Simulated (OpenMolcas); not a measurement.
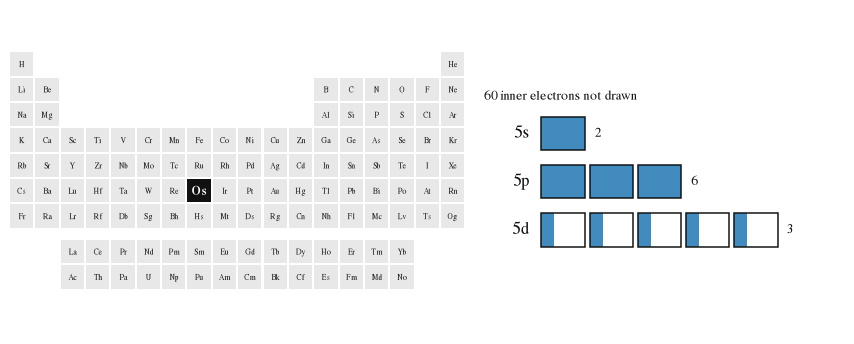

**Figure 1.** Left, the place of osmium in the periodic table; right, the outer shells of the leading configuration of the lowest level: a box for each of the 2l + 1 orbitals, shaded by the share of the shell that is filled, with the electron count at the right.

**Os⁵⁺ complex: multiconfigurational calculation**

System: Os⁵⁺ with 6 ligands (O; octahedron, 2.02 Å), neutralised by 6 outer point charges of +1.2 e, whose field is part of the energies.
Method: state-averaged SS-CASPT2, IPEA shift 0.25, imaginary shift 0.1 hartree, closed shells 5s 5p of the metal and the valence shells of the ligands correlated, active space 3 electrons in the shell 5d, basis ANO-RCC-VDZP on the metal and ANO-RCC-VDZP on the ligands, DKH2 scalar Hamiltonian, spin-orbit coupling by RASSI with atomic mean-field integrals (OpenMolcas).

### Input file
```
&GATEWAY
Coord
7

Os 0.0 0.0 0.0
O 2.020000 0.000000 0.000000
O 0.000000 2.020000 0.000000
O -2.020000 0.000000 0.000000
O 0.000000 -2.020000 0.000000
O 0.000000 0.000000 2.020000
O 0.000000 0.000000 -2.020000
Basis=Os.ANO-RCC-VDZP,O.ANO-RCC-VDZP
Group=XYZ
NoMove
AngMom=0.0 0.0 0.0
AMFI
RICD
XField
3 Angstrom 0
4.820000 0.000000 0.000000 1.166667
0.000000 4.820000 0.000000 1.166667
0.000000 0.000000 4.820000 1.166667
&SEWARD
&RASSCF
FileOrb=start.orb
Symmetry=1
Spin=4
nActEl=3 0 0
Inactive=30 34
Ras2=5 0
CIRoot=10 10 1
SDav=10
CIMx=300
Iter=150 100
PrWF=0.3
OrbListing=Nothing
MaxOrb=0
LevShft=1.0
>>> COPY $Project.JobIph JOB001
&RASSCF
FileOrb=start.orb
Symmetry=1
Spin=2
nActEl=3 0 0
Inactive=30 34
Ras2=5 0
CIRoot=40 40 1
SDav=40
CIMx=300
Iter=150 100
PrWF=0.3
OrbListing=Nothing
MaxOrb=0
LevShft=1.0
>>> COPY $Project.JobIph JOB002
&RASSI
NrOfJobIphs=2 10 40
1 2 3 4 5 6 7 8 9 10
1 2 3 4 5 6 7 8 9 10 11 12 13 14 15 16 17 18 19 20 21 22 23 24 25 26 27
28 29 30 31 32 33 34 35 36 37 38 39 40
IphNames
JOB001
JOB002
EJob
SpinOrbit
DIPRint=1.0
SOCoupling=1000.0
Subsets=2
Property=9
'ANGMOM' 1 'ANGMOM' 2 'ANGMOM' 3 'MLTPL  1' 1 'MLTPL  1' 2 'MLTPL  1' 3
'AMFI' 1 'AMFI' 2 'AMFI' 3
SOProperty=3
'ANGMOM' 1 'ANGMOM' 2 'ANGMOM' 3
>>> COPY JOB001 $Project.JobIph
&CASPT2
Multistate=10 1 2 3 4 5 6 7 8 9 10
NoMult
Frozen=17 19
IPEA=0.25
Imaginary=0.1
MaxIter=60
WThr=0.0 0.3 0.05
PrWF=0.5
NoMix
>>> COPY JOB002 $Project.JobIph
&CASPT2
Multistate=40 1 2 3 4 5 6 7 8 9 10 11 12 13 14 15 16 17 18 19 20 21 22
23 24 25 26 27 28 29 30 31 32 33 34 35 36 37 38 39 40
NoMult
Frozen=17 19
IPEA=0.25
Imaginary=0.1
MaxIter=60
WThr=0.0 0.3 0.05
PrWF=0.5
NoMix
```

The file start.orb holds starting orbitals from an earlier step. A driver script formed the levels outside the program, from RASSI's spin-orbit matrix and the CASPT2 energies (for multi-state variants, the effective Hamiltonian), averaged over the components of each term or state. The log and the time are those of the CASPT2 step.

Hardware: 1 thread of Arm Neoverse V1, 24 GiB of memory available, shared host.

Command:
```bash
OMP_NUM_THREADS=1 MOLCAS_MEM=2457 MOLCAS_PROJECT=a pymolcas a.inp > a.log  # once for each step of the input, in one work folder
```

### Log (extracts)
```
--- CASPT2 ---
Orbital specifications:
      -----------------------

      Symmetry species                           1   2
                                                ag  au
      Frozen orbitals                           17  19
      Inactive orbitals                         13  15
      Active orbitals                            5   0
      Secondary orbitals                        43  40
      Deleted orbitals                           0   0
      Number of basis functions                 78  74
Type of calculation                        SS-CASPT2
      Fock operator                              state-specific
      IPEA shift                                 0.25
      Real shift                                 0.00
      Imaginary shift                            0.10
      The input orbitals will be transformed to quasi-canonical
Reference energy:      -17689.1823378952
      E2 (Non-variational):      -1.7650517039
      Shift correction:          -0.0028086698
      E2 (Variational):          -1.7678603736
      Total energy:          -17690.9501982688
      Residual norm:              0.0000005191
      Reference weight:           0.62062
      Contributions to the CASPT2 correlation energy
      Active & Virtual Only:         -0.0082304829
      One Inactive Excited:          -0.1671092942
      Two Inactive Excited:          -1.5897119267
Reference energy:      -17689.0425933261
      E2 (Non-variational):      -1.7696786902
      Shift correction:          -0.0028942307
      E2 (Variational):          -1.7725729209
      Total energy:          -17690.8151662470
      Residual norm:              0.0000007824
      Reference weight:           0.61679
      Contributions to the CASPT2 correlation energy
      Active & Virtual Only:         -0.0078134488
      One Inactive Excited:          -0.1754192533
      Two Inactive Excited:          -1.5864459882
::    CASPT2 Root  1     Total energy: -17690.95019827
::    CASPT2 Root  2     Total energy: -17690.81516625
::    CASPT2 Root  3     Total energy: -17690.81514675
::    CASPT2 Root  4     Total energy: -17690.81516745
::    CASPT2 Root  5     Total energy: -17690.79195711
::    CASPT2 Root  6     Total energy: -17690.79197483
::    CASPT2 Root  7     Total energy: -17690.79196685
::    CASPT2 Root  8     Total energy: -17690.67203690
::    CASPT2 Root  9     Total energy: -17690.67200163
::    CASPT2 Root 10     Total energy: -17690.67203594
--- CASPT2 ---
Orbital specifications:
      -----------------------

      Symmetry species                           1   2
                                                ag  au
      Frozen orbitals                           17  19
      Inactive orbitals                         13  15
      Active orbitals                            5   0
      Secondary orbitals                        43  40
      Deleted orbitals                           0   0
      Number of basis functions                 78  74
Type of calculation                        SS-CASPT2
      Fock operator                              state-specific
      IPEA shift                                 0.25
      Real shift                                 0.00
      Imaginary shift                            0.10
      The input orbitals will be transformed to quasi-canonical
Reference energy:      -17689.1234860157
      E2 (Non-variational):      -1.7798506498
      Shift correction:          -0.0028504778
      E2 (Variational):          -1.7827011277
      Total energy:          -17690.9061871434
      Residual norm:              0.0000003030
      Reference weight:           0.61758
      Contributions to the CASPT2 correlation energy
      Active & Virtual Only:         -0.0110223355
      One Inactive Excited:          -0.1702270974
      Two Inactive Excited:          -1.5986012169
Reference energy:      -17689.1234860157
      E2 (Non-variational):      -1.7794980335
      Shift correction:          -0.0028532206
      E2 (Variational):          -1.7823512542
      Total energy:          -17690.9058372699
      Residual norm:              0.0000002823
      Reference weight:           0.61762
      Contributions to the CASPT2 correlation energy
      Active & Virtual Only:         -0.0110409287
      One Inactive Excited:          -0.1698577233
      Two Inactive Excited:          -1.5985993816
::    CASPT2 Root  1     Total energy: -17690.90618714
::    CASPT2 Root  2     Total energy: -17690.90583727
::    CASPT2 Root  3     Total energy: -17690.90775149
::    CASPT2 Root  4     Total energy: -17690.90813351
::    CASPT2 Root  5     Total energy: -17690.90813170
::    CASPT2 Root  6     Total energy: -17690.87926379
::    CASPT2 Root  7     Total energy: -17690.87928068
::    CASPT2 Root  8     Total energy: -17690.87922810
::    CASPT2 Root  9     Total energy: -17690.78939970
::    CASPT2 Root 10     Total energy: -17690.78342362
::    CASPT2 Root 11     Total energy: -17690.78358046
::    CASPT2 Root 12     Total energy: -17690.78369473
::    CASPT2 Root 13     Total energy: -17690.77986275
::    CASPT2 Root 14     Total energy: -17690.77964685
::    CASPT2 Root 15     Total energy: -17690.77954187
::    CASPT2 Root 16     Total energy: -17690.77599637
::    CASPT2 Root 17     Total energy: -17690.77703463
::    CASPT2 Root 18     Total energy: -17690.76752872
::    CASPT2 Root 19     Total energy: -17690.76753943
::    CASPT2 Root 20     Total energy: -17690.76753748
::    CASPT2 Root 21     Total energy: -17690.75257646
::    CASPT2 Root 22     Total energy: -17690.75256121
::    CASPT2 Root 23     Total energy: -17690.75240634
::    CASPT2 Root 24     Total energy: -17690.75572835
::    CASPT2 Root 25     Total energy: -17690.71510583
::    CASPT2 Root 26     Total energy: -17690.71500092
::    CASPT2 Root 27     Total energy: -17690.65187650
::    CASPT2 Root 28     Total energy: -17690.65202259
::    CASPT2 Root 29     Total energy: -17690.65194755
::    CASPT2 Root 30     Total energy: -17690.64994472
```

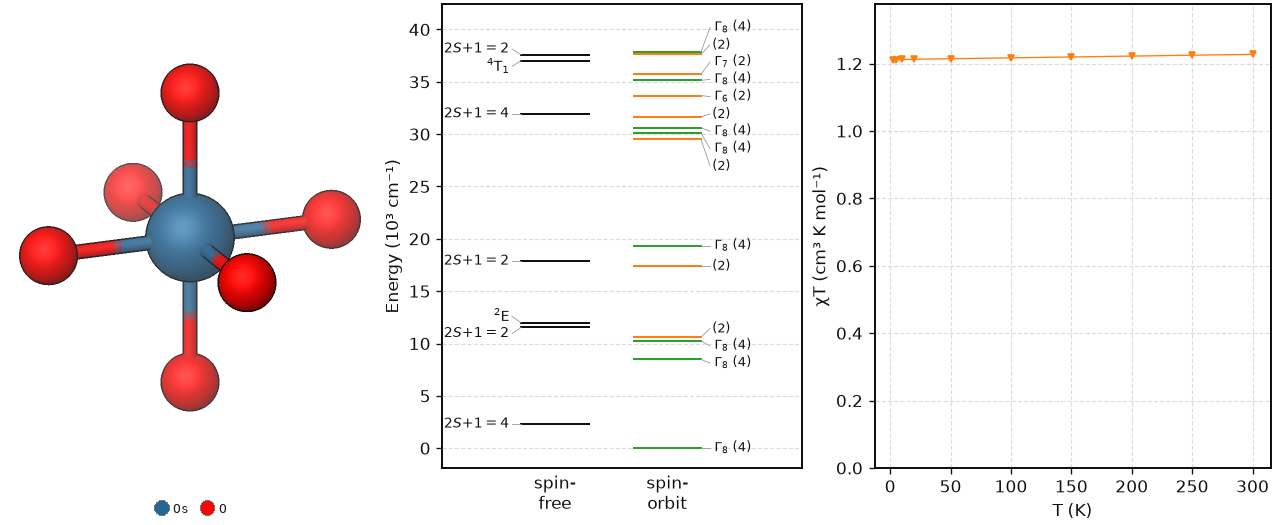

**Figure 2.** Os⁵⁺ (5d³) with 6 ligands, O²⁻, at 2.02 Å (arrangement: octahedron, Oh), neutralised by outer point charges of +1.2 e, and its levels and susceptibility. Labels give the representation in O, Td, D4 or D3 as the site allows (double group for half-integer spin) where it could be assigned and, in brackets, the degeneracy; spin-free states, where drawn, share the zero of the spin-orbit levels. Powder susceptibility by Van Vleck's formula. The ground level is Γ₈, 4-fold degenerate, 90 % from states of spin multiplicity 4. The next level lies at 8,480 cm⁻¹ (Γ₈). χT is 1.21 cm³ K mol⁻¹ at 2 K and 1.23 at 300 K, an effective moment of 3.13 μB.

### Summary

```tsv
quantity	value
outcome	converged; degenerate states are split by up to 228 cm⁻¹
energy of the lowest spin-free term	−17690.95020 hartree
energy of the lowest spin-orbit level	−17690.96062 hartree
CASPT2 correlation energy	−1.7679 hartree
largest spread among components of a term	227.9 cm⁻¹
lowest reference weight	0.601
wall time	2.7 min
peak memory	0.6 GiB
```

### Notes

The components of ²E, which symmetry makes degenerate, are split by 228 cm⁻¹ in CASPT2, and those of 4 more by over 50 cm⁻¹. This is an artefact; the levels of such states rest on averages and are uncertain by about as much. To bear in mind: covalent bonds, ligand orbitals missing from the active space; bare point charges leave oxide and sulfide ligands too diffuse, field too small; distances are set from ionic radii, not optimised.
